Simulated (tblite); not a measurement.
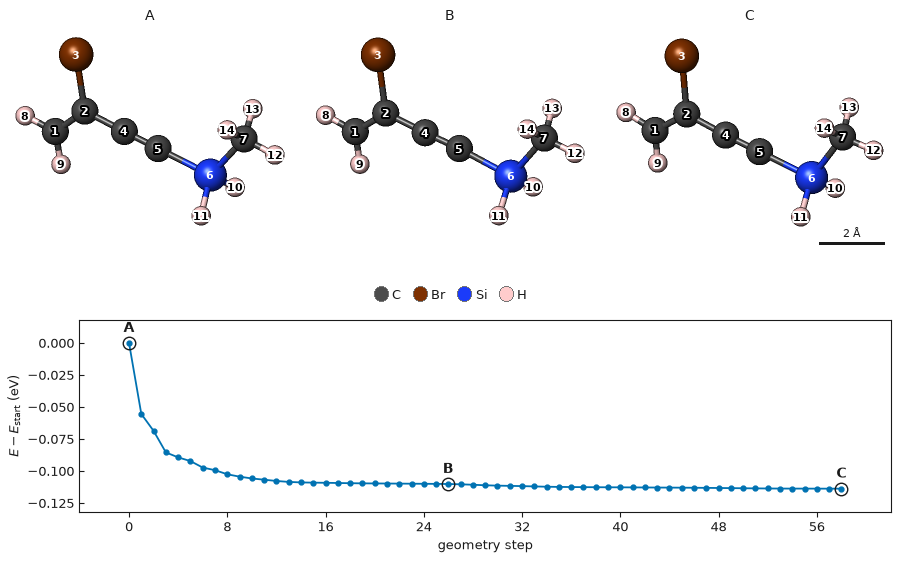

Frames of a relaxation of C₅H₇BrSi, marked on the history of the run. The picture is a ball-and-stick view, seen at a tilt.

Computed with GFN2-xTB geometry optimisation, gas phase (tblite). 

Q: Describe the path.

A: Over 58 geometry steps the energy falls by 0.114 eV. Br3 moves most after the best rigid fit: 0.20 Å. Largest moves by element: Br 0.20 Å, H 0.15 Å, C 0.13 Å, Si 0.09 Å. Near-neighbour distances that change, for instance: C2–Br3 1.865 → 1.932 Å, Si6–C7 1.849 → 1.896 Å, Si6–H10 1.489 → 1.467 Å, C1–C2 1.348 → 1.327 Å. Bond angles that change, for instance: C1–C2–C4 121.4° → 125.9°, C5–Si6–C7 111.8° → 107.5°, H10–Si6–H11 107.3° → 111.4°. From step 0 to 26: H10 moves most (0.08 Å), energy −0.110 eV. From step 26 to 58: Br3 moves most (0.13 Å), energy −0.004 eV.
